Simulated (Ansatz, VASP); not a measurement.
# Cross-check of Co between VASP and Ansatz

One calculation is typed for both programs; each brings its own data sets and cutoff. How far apart do they land? The cell is taken from a series of runs on this material, whose earlier steps may have relaxed or scaled it; both programs get it as it stands.

Method: plane waves, with VASP 6.6.1 beside it; single point at PBEsol, in Ansatz 0.2.0.

## (1) The starting structure

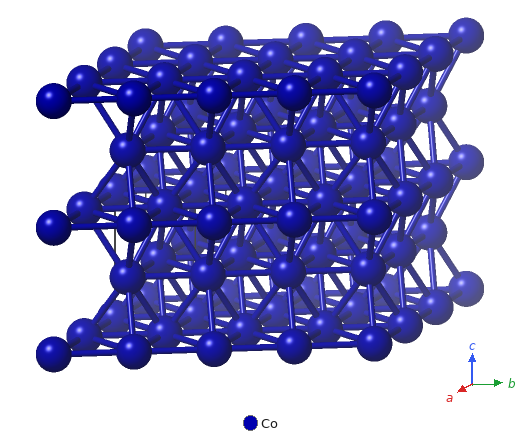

Start, viewed slightly off an axis; cobalt blue. 3×4×2 cells are drawn. Some periodic images of atoms are drawn too.

## (2) Ansatz: single point, PBEsol

Ansatz runs on its default PAW (the set named soft_2) files.

A single point gives forces, pressure and levels at one fixed geometry, so differences don't come from the geometry; what else differs is listed under the comparison.

input.yaml

```yaml
crystal:
  lattice:
    - [2.46191282, 0.0, 0.0]
    - [-1.23095641, 2.13207904, 0.0]
    - [0.0, 0.0, 3.97394522]
  atoms:
    - { symbol: Co, position: [0.0, 0.0, 0.0], spin: 1.6 }
    - { symbol: Co, position: [0.33333333, 0.66666667, 0.5], spin: 1.6 }
hamiltonian:
  xc: pbesol
  pseudopotentials: { kind: paw }
magnetization:
  spin_polarized: true
kpoints:
  mp_grid: { grid: [27, 27, 15] }
scf:
  occupations: { method: methfessel_paxton, width: 0.15 }
  n_extra_bands: 7
output:
  forces: true
  stress: true
  eigenvalues: true
  write_density: true
  write_potential: true
  elf: true
  volumetric_format: npy
```

Command:

```bash
> ansatz run input.yaml --threads 2 --pin off --max-ram 4608MiB --backend cpu --events-out ev --progress --plain --runs-dir out
```

Numbers of over 12 decimals in the logs are rounded to 6 here.

The program printed:

```text
scf.n_extra_bands = 7 over 17 filled bands (N_el = 34.0): the run solves 24 bands
Engine: ansatz 0.2.0, aarch64-unknown-linux-gnu
Pseudopotentials: kind: paw
Pseudopotential: Co, paw, valence charge 17, recommended cutoff 420 eV (normal), Co.paw.azcp
Functional definition: PBEsol
  exchange = pbesol_x
  correlation = pbesol_c
Crystal: 2 atoms, lattice volume = 20.859 Å³
Basis set: ecut = 420 eV, 391 PW (Γ), exchange–correlation on 36×36×54 points (8 copies of the dense FFT grid, shifted against one another)
Bands: 24, of which v1, the nominal top of the filled ones, is band 17 counted from 1 (16 counted from 0)
Symmetry: 24 space group operations
Space group: P63/mmc (ITA 194), of the structure as read, at distance tolerance 2.8e-5 Å
Magnetic group: BNS 194.263 (UNI 1493), of the structure as read, at distance tolerance 2.8e-5 Å
k-points: 600 of 10935
Non-local potential: Co, projectors of the file, l = 0: 3, l = 1: 2, l = 2: 3, l = 3: 1
PAW form: soft (Blöchl's): semilocal exchange-correlation on the pseudo side does not see the compensation charge
PAW frozen core: Co, regenerated for the run's functional, and the local potential with it (the file was generated under x = pbe(κ = 0.804, μ = 0.219515), c = pbe(β = 0.066725))
PAW one-centre angular grid: Co, 590 points (default); XC on 64 Gauss nodes
Initial density: superposition of atomic densities (chi_scale 0.1, normalization cell)
Starting moments: Σ|m| = 3.2 μB on 2 of 2 sites
Initial wavefunctions: pseudopotential atomic-orbital guess
Functional: x = pbesol(κ = 0.804, μ = 0.123457), c = pbesol(β = 0.046)
SCF iter   1: F=—  HF=-10185.742335 eV  |F-HF|=—  |Δ(HF+E_count)|=         —  Δρ=1.31e-1 (↑4.35e-2 ↓1.31e-1)  dr2=3.61e0  dr2_m=3.70e-1  M=3.213 μB ∫|m|=3.334 μB  β_m=0.30  ethr=3.10e-3  ⟨swp⟩=4.9  Hψ=105264  notcnv=0
Mixer restart at iter 1: flushing history
preconditioner: auto → none  [metal: Δε(μ)=0.002 eV  Ē_g=10.704 eV  σ=0.150 eV  W_gap=0.01  n_scr=8 (ndim 8)  ℏωp=34.5 eV  f_vac=0.000  D(μ)=2.00/eV (n_scr^D=22)  sad-step TF]
SCF iter   2: F=—  HF=-10184.539574 eV  |F-HF|=—  |Δ(HF+E_count)|=    1.20e0  Δρ=6.30e-2 (↑3.04e-2 ↓6.30e-2)  dr2=2.33e-1  dr2_m=3.98e-1  M=3.322 μB ∫|m|=3.489 μB  β_m=0.38  ethr=3.10e-3  ⟨swp⟩=2.6  Hψ=59569  notcnv=0  defer=2290
SCF iter   3: F=—  HF=-10185.212097 eV  |F-HF|=—  |Δ(HF+E_count)|=   6.73e-1  Δρ=2.89e-2 (↑2.89e-2 ↓1.95e-2)  dr2=9.07e-3  dr2_m=1.09e-1  M=3.275 μB ∫|m|=3.487 μB  β_m=0.56  ethr=6.84e-4  ⟨swp⟩=1.9  Hψ=33918  notcnv=0  defer=2290
SCF iter   4: F=—  HF=-10185.854246 eV  |F-HF|=—  |Δ(HF+E_count)|=   6.42e-1  Δρ=1.95e-2 (↑1.95e-2 ↓7.53e-3)  dr2=8.56e-2  dr2_m=7.08e-3  M=3.205 μB ∫|m|=3.457 μB  β_m=0.78  ethr=2.67e-5  ⟨swp⟩=2.0  Hψ=54879  notcnv=0  defer=2287
SCF iter   5: F=—  HF=-10185.994419 eV  |F-HF|=—  |Δ(HF+E_count)|=   1.40e-1  Δρ=4.43e-3 (↑7.25e-4 ↓4.43e-3)  dr2=1.48e-3  dr2_m=1.14e-3  M=3.157 μB ∫|m|=3.430 μB  β_m=0.83  ethr=2.67e-5  ⟨swp⟩=2.0  Hψ=56824  notcnv=0  defer=1940
SCF iter   6: F=—  HF=-10185.994643 eV  |F-HF|=—  |Δ(HF+E_count)|=   2.24e-4  Δρ=7.80e-4 (↑4.71e-4 ↓7.80e-4)  dr2=1.59e-4  dr2_m=4.91e-6  M=3.155 μB ∫|m|=3.435 μB  β_m=0.88  ethr=4.34e-6  ⟨swp⟩=1.4  Hψ=39678  notcnv=0  defer=1665
SCF iter   7: F=—  HF=-10185.994609 eV  |F-HF|=—  |Δ(HF+E_count)|=   3.47e-5  Δρ=8.80e-5 (↑3.56e-5 ↓8.80e-5)  dr2=1.50e-6  dr2_m=3.11e-7  M=3.155 μB ∫|m|=3.435 μB  β_m=0.94  ethr=4.68e-7  ⟨swp⟩=2.2  Hψ=43978  notcnv=0  defer=1699
SCF iter   8: F=—  HF=-10185.985315 eV  |F-HF|=—  |Δ(HF+E_count)|=         —  Δρ=3.39e-4 (↑3.39e-4 ↓3.11e-4)  dr2=3.49e-7  dr2_m=2.00e-5  M=3.157 μB ∫|m|=3.439 μB  β_m=0.94  ethr=4.41e-9  ⟨swp⟩=2.2  Hψ=40223  notcnv=0  defer=1693
Mixer restart at iter 8: flushing history
iteration 8: the input's own smearing fills from here on; a Gaussian of 0.15 eV has filled iterations ahead of it
SCF iter   9: F=—  HF=-10185.985319 eV  |F-HF|=—  |Δ(HF+E_count)|=   3.92e-6  S|Δr|=    0.00e0  Δρ=1.76e-4 (↑6.81e-5 ↓1.76e-4)  dr2=1.34e-6  dr2_m=2.81e-6  M=3.158 μB ∫|m|=3.441 μB  β_m=0.97  ethr=1.03e-9  ⟨swp⟩=2.3  Hψ=47953  notcnv=0  defer=1693
SCF iter  10: F=—  HF=-10185.985326 eV  |F-HF|=—  |Δ(HF+E_count)|=   7.42e-6  S|Δr|=    0.00e0  Δρ=2.92e-4 (↑2.92e-4 ↓2.45e-4)  dr2=3.14e-5  dr2_m=1.17e-7  M=3.158 μB ∫|m|=3.441 μB  β_m=0.61  ethr=1.03e-9  ⟨swp⟩=3.1  Hψ=56216  notcnv=0  defer=1693  recentre
SCF iter  11: F=-10185.985319 eV  HF=-10185.985319 eV  |F-HF|=4.11e-8  |Δ(HF+E_count)|=   7.12e-6  S|Δr|=    0.00e0  Δρ=2.09e-5 (↑3.65e-6 ↓2.09e-5)  dr2=5.69e-8  dr2_m=2.12e-8  M=3.158 μB ∫|m|=3.441 μB  ethr=2.94e-10  ⟨swp⟩=9.5  Hψ=205363  notcnv=0
SCF 1 converged in 11 iterations: F = -10185.985319 eV  dr2 = 5.69e-8
  greatest PAW one-centre occupation: 1.001 electrons in one spin orbital (limit 2), on the Co atom at site 1 (counted from 0), in its partial waves of l = 1
this state was not tested for a lower state beside it, because cold or Methfessel-Paxton smearing, or corrected tetrahedra, fill the levels in a way that the test cannot read (fill_not_monotonic; see scf.lower_state_search)
SCF converged after 11 iterations
Magnetization: 3.1585 μB (18.5792 up, 15.4208 down)
Absolute magnetization: 3.4426 μB (∫|ρ↑−ρ↓|, with the PAW one-centre terms)
Spin contamination: 0.0467 ħ² per cell (⟨S²⟩ above its minimum at these occupations)
Per-site moments (μB) at R_I (Å): [(1.644939, 1.007750), (1.644939, 1.007750)]
Free energy (F): -10185.985319 eV
Harris-Foulkes:  -10185.985319 eV  (|F-HF|=4.11e-8)
Internal energy: -10185.985615 eV  (E = F + TS)
E sigma→0 (E₀):  -10185.985393 eV
Entropy (-TS):   0.000296 eV (0.148 meV/atom)
Fermi energy:    19.404046 eV
--- Per-component energies (eV) ---
  E_band       = -461.926830
  E_kinetic    = 909.789788
  E_local      = -5550.840080  (includes V_loc(G=0)·N_el)
  E_nonlocal   = 911.006947
  E_hartree    = 2326.034368
  E_xc         = -316.316274
  E_vxc        = -410.113065  (∫ρ·V_xc dr)
  E_paw        = -2965.070079  (= ΣΔE_a)
  E_vpaw       = -973.862379  (= ΣTr[D̂ρ^β])
  E_aug_tail   = 0.000128  (compensation charges beyond the density's cutoff)
  E_ewald      = -5500.967252
  E_core_change = 0.376838  (= ΣΔE_core)
  E_smearing   = 0.000296  (= −TS)
  E_closure    = -0.000000  (closes the sum)
  Σ components = -10185.985319   (vs F -10185.985319, Δ=0.00e0)
--- Forces (eV/Å), atoms counted from 1 ---
  atom   1  Co    -0.00000000     0.00000000     0.00000000
  atom   2  Co    -0.00000000    -0.00000000     0.00000000
  max |Σ_I F_I| component: 1.39e-17 eV/Å
--- Stress (GPa, compression-positive) ---
       -1.414453       0.000000       0.000000
       -0.000000      -1.414453       0.000000
        0.000000       0.000000      -1.264019
  P = ⅓ Tr σ = -1.3643 GPa (-13.643 kbar)
--- Band table (eV; the first three rows and the last of 1200) ---
  k-point 0 ↑: bands = [... 13 lower, 17.1127, 17.1127, 17.4842, 17.4842, 18.6824, 18.6824, 19.1803, 26.0837, ... 3 higher]
  k-point 1 ↑: bands = [... 13 lower, 17.0989, 17.0989, 17.5168, 17.5168, 18.6804, 18.6804, 18.9906, 26.3621, ... 3 higher]
  k-point 2 ↑: bands = [... 13 lower, 17.0595, 17.0595, 17.6042, 17.6042, 18.5094, 18.6727, 18.6727, 27.1147, ... 3 higher]
  k-point 599 ↓: bands = [... 13 lower, 17.5542, 19.1440, 19.2724, 20.5560, 20.5560, 25.9328, 25.9328, 27.3917, ... 3 higher]
```

The run ends at a pressure of -1.36 GPa.

## (3) VASP: single point, PBEsol

The same cell, functional, mesh and smearing now go to VASP, with its own data sets and cutoff.

Lines of VASP's logs that name or quote its potential files are left out, and so is its time.

INCAR

```
SYSTEM = Co
PREC = Accurate
ENCUT = 400
EDIFF = 1E-06
NELM = 100
ISMEAR = 1
SIGMA = 0.15
LREAL = .FALSE.
ALGO = Normal
GGA = PS
NBANDS = 18
ISPIN = 2
MAGMOM = 1.64 1.64
LASPH = .TRUE.
LMAXMIX = 4
LORBIT = 11
LWAVE = .FALSE.
LCHARG = .FALSE.
KPAR = 2
ISIF = 2
```

POSCAR

```
Co
1.0
    2.4619128200      0.0000000000      0.0000000000
   -1.2309564100      2.1320790400      0.0000000000
    0.0000000000      0.0000000000      3.9739452200
Co
2
Direct
    0.0000000000      0.0000000000      0.0000000000
    0.3333333300      0.6666666700      0.5000000000
```

KPOINTS

```
Automatic mesh
0
Gamma
27 27 15
0 0 0
```

PAW data sets: Co (PBE family, release 64).

Command:

```bash
> mpirun -np 2 vasp_std
```

The program printed:

```text
[banner, memory and clock lines left out]
running    2 mpi-ranks, on    1 nodes
 distrk:  each k-point on    1 cores,    2 groups
 distr:  one band on    1 cores,    1 groups

 POSCAR found type information on POSCAR Co
 POSCAR found :  1 types and       2 ions
|                                                                             |
|               ----> ADVICE to this user running VASP <----                  |
|                                                                             |
|     You enforced a specific xc type in the INCAR file but a different       |
|     [... a line on the potential file left out ...]
|     I HOPE YOU KNOW WHAT YOU ARE DOING!                                     |
|                                                                             |

 LDA part: xc-table for (Slater+PW92), standard interpolation
 POSCAR, INCAR and KPOINTS ok, starting setup
 FFT: planning ... GRIDC
 FFT: planning ... GRID_SOFT
 FFT: planning ... GRID
 WAVECAR not read
 entering main loop
       N       E                     dE             d eps       ncg     rms          rms(c)
DAV:   1     0.698605192883E+02    0.69861E+02   -0.63839E+03 46080   0.106E+03
DAV:   2    -0.151047614376E+02   -0.84965E+02   -0.77053E+02 43486   0.208E+02
DAV:   3    -0.179640472734E+02   -0.28593E+01   -0.27788E+01 47852   0.493E+01
DAV:   4    -0.180143611353E+02   -0.50314E-01   -0.50277E-01 56746   0.539E+00
DAV:   5    -0.180152385545E+02   -0.87742E-03   -0.87734E-03 49082   0.602E-01    0.163E+01
DAV:   6    -0.159200348870E+02    0.20952E+01   -0.10036E+01 45788   0.666E+01    0.728E+00
DAV:   7    -0.155142690383E+02    0.40577E+00   -0.15057E+00 50080   0.237E+01    0.392E+00
DAV:   8    -0.154928363423E+02    0.21433E-01   -0.17909E-02 57378   0.133E+00    0.191E+00
DAV:   9    -0.154756126425E+02    0.17224E-01   -0.28902E-03 69264   0.960E-01    0.639E-01
DAV:  10    -0.154756607074E+02   -0.48065E-04   -0.68223E-04 59532   0.380E-01    0.235E-01
DAV:  11    -0.154754780098E+02    0.18270E-03   -0.79239E-05 60004   0.136E-01    0.328E-02
DAV:  12    -0.154754703951E+02    0.76148E-05   -0.76942E-06 47512   0.224E-02    0.170E-02
DAV:  13    -0.154754689035E+02    0.14916E-05   -0.18499E-06 32860   0.195E-02    0.108E-02
DAV:  14    -0.154754689015E+02    0.19891E-08   -0.70604E-07 28846   0.102E-02
   1 F= -.15475469E+02 E0= -.15475565E+02  d E =0.287412E-03  mag=     3.1489
```

Parts of OUTCAR (step 3):

```text
ion  position               nearest neighbor table
   1  0.000  0.000  0.000-   2 2.44   2 2.44   2 2.44   2 2.44   2 2.44   2 2.44
   2  0.333  0.667  0.500-   1 2.44   1 2.44   1 2.44   1 2.44   1 2.44   1 2.44

  LATTYP: Found a hexagonal cell.
 ALAT       =     2.4619128200
 C/A-ratio  =     1.6141697576

 Subroutine GETGRP returns: Found 24 space group operations
 (whereof 12 operations were pure point group operations)

The static configuration has the point symmetry D_3h.
 The point group associated with its full space group is D_6h.

 Found    600 irreducible k-points:

   k-points           NKPTS =    600   k-points in BZ     NKDIM =    600   number of bands    NBANDS=     18

   dimension x,y,z NGX =    16 NGY =   16 NGZ =   28
   dimension x,y,z NGXF=    32 NGYF=   32 NGZF=   56

   ENCUT  =  400.0 eV  29.40 Ry    5.42 a.u.   4.01  4.01  6.48*2*pi/ulx,y,z

   NELECT =      18.0000    total number of electrons

 k-points in reciprocal lattice and weights: Automatic mesh
   0.00000000  0.00000000  0.00000000       0.000
   0.03703704  0.00000000  0.00000000       0.001
   0.07407407  0.00000000  0.00000000       0.001
   0.11111111  0.00000000  0.00000000       0.001
   0.14814815 -0.00000000  0.00000000       0.001
   0.18518519  0.00000000  0.00000000       0.001
   0.22222222  0.00000000  0.00000000       0.001
   0.25925926  0.00000000  0.00000000       0.001
   0.29629630 -0.00000000  0.00000000       0.001
[...]
0.33333333  0.29629630  0.46666667       0.002
   0.33333333  0.33333333  0.46666667       0.000

 average (electrostatic) potential at core
       1 -77.6305       2 -77.6305

 E-fermi :  10.6300

 spin component 1
 k-point     1 :       0.0000    0.0000    0.0000
  band No.  band energies     occupation
    ...
      8       8.7223      1.00000
      9       8.7223      1.00000
     10       9.9066      1.00000
     11       9.9066      1.00000
     12      10.5032      1.00082
     13      17.3621      0.00000
     14      32.8715      0.00000
     15      35.7994      0.00000
     16      35.7995      0.00000
     17      36.1043      0.00000
    ...

 k-point     2 :       0.0370    0.0000    0.0000
  band No.  band energies     occupation
    ...
      7       8.3771      1.00000
      8       8.6979      1.00000
      9       8.7065      1.00000
     10       9.5738      1.00000
     11       9.9136      1.00000
     12      10.8929     -0.01634
     13      17.3694      0.00000
     14      32.5692      0.00000
     15      34.6138      0.00000
     16      35.0365      0.00000
    ...

 k-point     3 :       0.0741    0.0000    0.0000
  band No.  band energies     occupation
    ...
      7       8.4403      1.00000
      8       8.6009      1.00000
      9       8.6614      1.00000
     10       9.1385      1.00000
     11       9.9330      1.00000
     12      11.5230     -0.00000
     13      17.3922      0.00000
     14      31.5079      0.00000
     15      33.6698      0.00000
     16      33.8971      0.00000
    ...

 k-point     4 :       0.1111    0.0000    0.0000
  band No.  band energies     occupation
    ...
      7       8.3487      1.00000
      8       8.5430      1.00000
      9       8.5922      1.00000
     10       8.8608      1.00000
     11       9.9609      1.00000
     12      12.2179     -0.00000
     13      17.4331      0.00000
     14      29.9198      0.00000
     15      32.7630      0.00000
     16      33.1563      0.00000
    ...

 k-point     5 :       0.1481   -0.0000    0.0000
  band No.  band energies     occupation
    ...
      7       8.4620      1.00000
      8       8.5060      1.00000
      9       8.6810      1.00000
     10       8.7250      1.00000
     11       9.9930      1.00000
     12      12.9591     -0.00000
     13      17.4959      0.00000
     14      28.1974      0.00000
     15      31.6743      0.00000
     16      32.7544      0.00000
    ...

 k-point     6 :       0.1852    0.0000    0.0000
  band No.  band energies     occupation
    ...
      7       8.5791      1.00000
      8       8.6210      1.00000
      9       8.6254      1.00000
     10       8.8484      1.00000
     11      10.0253      1.00000
     12      13.7406      0.00000
     13      17.5847      0.00000
     14      26.4717      0.00000
     15      30.6445      0.00000
     16      32.3457      0.00000
    ...

  Total       -0.3639922     -0.3639922     -0.3623956     -0.0000000      0.0000000     -0.0000000
  in kB      -27.9579191    -27.9579190    -27.8352842     -0.0000000      0.0000000     -0.0000000
  external PRESSURE =     -27.9170407 kB  Pullay stress =       0.0000000 kB

  energy-cutoff  :      400.00
  volume of cell :       20.86
      direct lattice vectors                 reciprocal lattice vectors
     2.461912820  0.000000000  0.000000000     0.406188226  0.234512882  0.000000000
    -1.230956410  2.132079040  0.000000000     0.000000000  0.469025764  0.000000000
     0.000000000  0.000000000  3.973945220     0.000000000  0.000000000  0.251639100

 POSITION                                       TOTAL-FORCE (eV/Angst)
 -----------------------------------------------------------------------------------
      0.00000      0.00000      0.00000        -0.000000      0.000000      0.000000
     -0.00000      1.42139      1.98697         0.000000     -0.000000      0.000000
 -----------------------------------------------------------------------------------
    total drift:                                0.000000     -0.000000      0.000000

  FREE ENERGIE OF THE ION-ELECTRON SYSTEM (eV)
  ---------------------------------------------------
  free  energy   TOTEN  =       -15.4754689015 eV

  energy  without entropy=      -15.4757563132  energy(sigma->0) =      -15.47556471

 total charge
# of ion       s       p       d       tot
------------------------------------------
    1        0.506   0.560   7.283   8.349
    2        0.506   0.560   7.283   8.349
--------------------------------------------------
tot          1.012   1.120  14.565  16.697

 magnetization (x)
# of ion       s       p       d       tot
------------------------------------------
    1       -0.015  -0.052   1.650   1.583
    2       -0.015  -0.052   1.650   1.583
--------------------------------------------------
tot         -0.030  -0.105   3.300   3.165

[... 6 further parts left out ...]
```

The run ends at a pressure of -2.79 GPa.

## (4) Differences

Known differences besides the PAW data sets themselves: VASP starts from the moments at which Ansatz ended; the data sets hold 34 valence electrons in Ansatz (default PAW (the set named soft_2) files) and 18 in VASP; the cutoff is 420 eV in Ansatz and 400 eV in VASP; Ansatz makes its cores anew for this functional, VASP keeps those of its PBE data sets; site moments are counted in spheres of each program's own size. Total energies have different zeros and are not compared.

Both answers:

| quantity | Ansatz | VASP | difference |
| --- | --- | --- | --- |
| pressure (GPa) | -1.36 | -2.79 | +1.43 |
| total moment (μB) | 3.16 | 3.15 | +0.01 |
| moment on Co1 (μB) | 1.65 | 1.58 | +0.06 |
| moment on Co2 (μB) | 1.65 | 1.58 | +0.06 |

Ansatz's pressure holds a Pulay correction of 0.21 GPa; VASP's holds none.

## (5) Further runs

The difference is large enough to ask for its cause, so further runs change the set-up of one program at a time, as the table lists.

| run | difference in pressure (GPa) |
| --- | --- |
| as above | 1.4 |
| VASP with the data sets Co_sv_GW and a cutoff of 620 eV | 3.7 |

## (6) What came out

```json
{
  "difference in pressure (single point, PBEsol)": "1.4 GPa"
}
```

The difference in pressure is 1.4 GPa (single point, PBEsol), beyond the 1 GPa picked in this series as the mark of a large difference. For single point, PBEsol: no further run halves the difference in pressure (one raises it to 3.7 GPa). Differences of this kind measure data sets and numerical settings, not the functional's error against experiment.

[Lines on the potential files, build, host, timing and source positions are cut from VASP's logs without a mark.]

[Logs are printed without paths, hosts, clocks, repeated set-up lines and the standing remarks that a program may print on its own settings, such as how far it seeks lower states.]

[Hosts, paths, dates, database ids (printed as entryN), source tags and the programs' standing remarks are cut or masked in the printed files.]
